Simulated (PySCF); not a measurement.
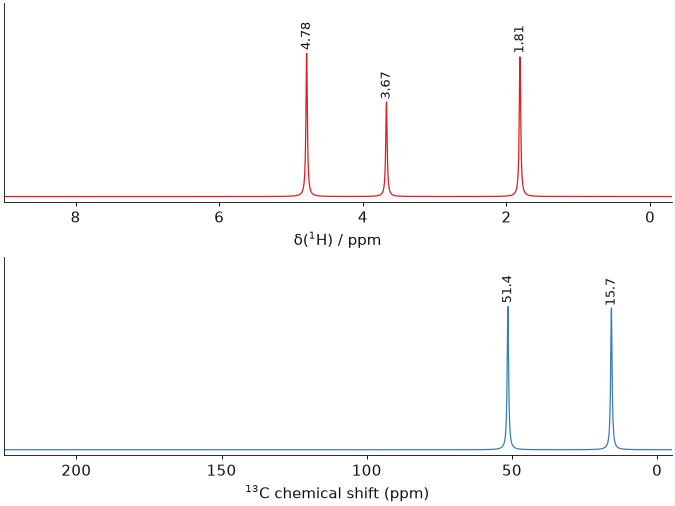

GIAO shifts, WP04/pcSseg-2, PySCF 2.14.0, at a PBE0-D3(BJ)/def2-SVP geometry (no frequency check), against TMS for ¹H and TMS for ¹³C computed at the same level. Gas phase, fully decoupled, line heights follow the number of nuclei, widths are arbitrary (no quadrupolar broadening); values of one conformer, averaged over methyl-type rotors and exact or near symmetry. Protons on N, O or S are those of the isolated molecule, without hydrogen bonds to neighbours or exchange.

Question: Which molecule was computed?
A. C₂H₈N⁺, SMILES CC[NH3+]
B. C₆H₇N (4-methylpyridine), SMILES Cc1ccncc1
C. C₄H₃⁻, SMILES [C-]#CC=C
D. C₃H₅FS, SMILES FC1CSC1

Answer: Option A. Its ¹H signals: 4.78 (3 H), 3.67 (2 H), 1.81 (3 H) ppm. Its ¹³C signals: 51.4 (1 C), 15.7 (1 C) ppm.
